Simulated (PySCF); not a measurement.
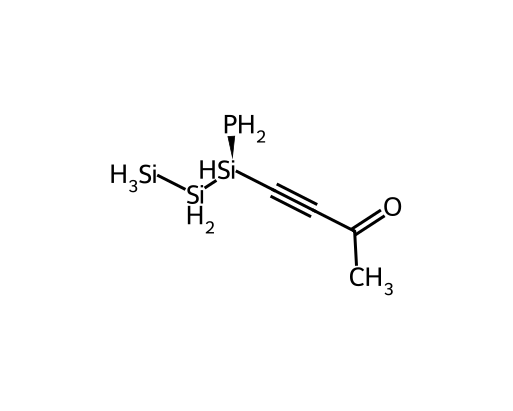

The computed structure is the end point of a GFN2-xTB optimisation. No frequency run is at hand to confirm it as a minimum. Method: PBE0/pcSseg-1, gas phase (PySCF 2.14.0).

Q: What is the HOMO–LUMO gap?

A: 5.56 eV.

Q: Estimate the dipole moment.

A: 2.03 D.

Q: Give the HOMO energy (Kohn–Sham orbital) at this level.

A: −7.55 eV.

The geometry is semi-empirical. Around P, Si such bond lengths and angles can be off by a tenth of an ångström or more and by several degrees, and values that hang on the shape move with them.
